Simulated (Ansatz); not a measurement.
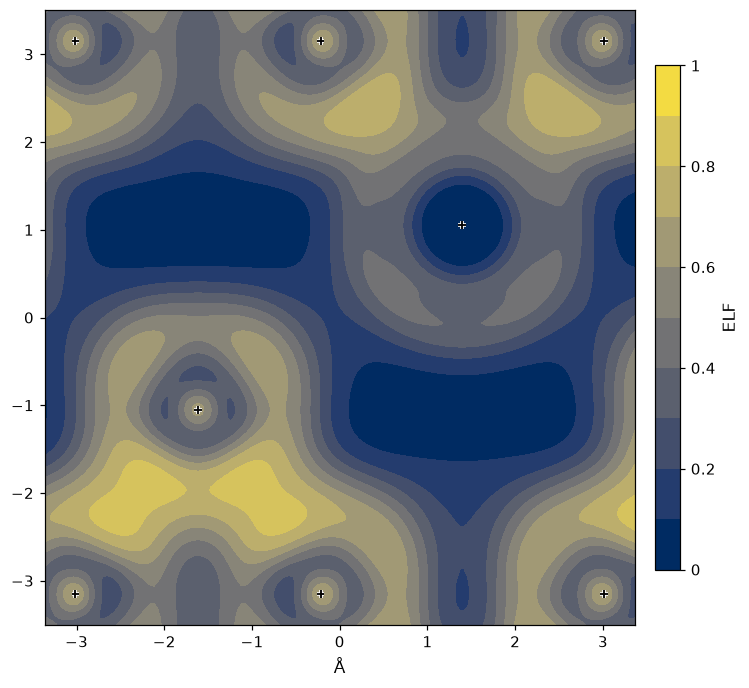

The ELF on a plane through atoms (crosses mark nuclei in the plane).

Method: Ansatz 0.2.0, DFT PBE, scalar-relativistic, plane waves, PAW.

Candidates:
A. Cu$_{5}$Pt, a = 5.52 Å, b = 5.52 Å, c = 4.62 Å, α = 90.00°, β = 90.00°, γ = 90.00°. Space group P4/mmm; a structure generated by program, which may or may not match a known phase; computed without spin polarisation.
B. Si$_{3}$Ge, a = 3.64 Å, b = 3.64 Å, c = 6.03 Å, α = 90.00°, β = 90.00°, γ = 120.00°. Space group P-6m2; a structure generated by program, which may or may not match a known phase.
C. Si$_{4}$W, a = 5.64 Å, b = 5.64 Å, c = 5.64 Å, α = 90.00°, β = 90.00°, γ = 90.00°. Space group Im-3m; a structure generated by program, which may or may not match a known phase.

Which system is this?

Answer. Candidate B: Si$_{3}$Ge on the (110) plane of the conventional cell, which holds Si and Ge. Si–Si (2.52 Å): the ELF peaks at about 0.85 between the atoms. Si–Ge (2.65 Å): the ELF peaks at about 0.80 in the valence shell of Si, 0.9 Å from its nucleus, and is about 0.65 at the midpoint.
